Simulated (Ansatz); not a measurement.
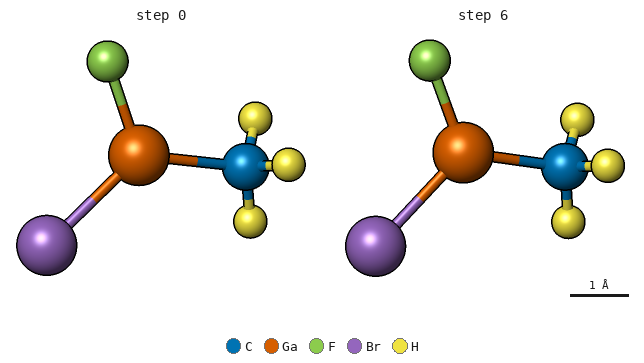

The structure of CH3BrFGa before (left) and after (right) a relaxation, at one scale.

Style: ball-and-stick. Shown at a tilt.

The start comes from GFN2-xTB.

These are results of RKS PBE0-D4/def2-TZVP (Ansatz), not measurements. Set-up: force threshold 0.005 eV/Å; at most 150 steps.

> Describe what moved and what it gained.

The largest move after the best rigid fit is that of the Br atom, 0.13 Å. By element the largest moves are Br 0.13 Å, H 0.07 Å, Ga 0.06 Å, C 0.05 Å, F 0.02 Å. Some distances before and after: C–Ga 2.030 → 1.941 Å, Br–Ga 2.292 → 2.277 Å, F–Ga 1.762 → 1.752 Å. Bond angles that change, for instance: C–Ga–Br 131.1° → 126.9°, C–Ga–F 117.6° → 120.9°. Over 6 geometry steps the energy falls by 1.51 kcal/mol. Largest force component: 1.1 eV/Å at the start, 0.0024 eV/Å at the end. Cost: 13 s on 4 threads of INTEL XEON PLATINUM 8581C @ 2.30GHz, on a shared host.
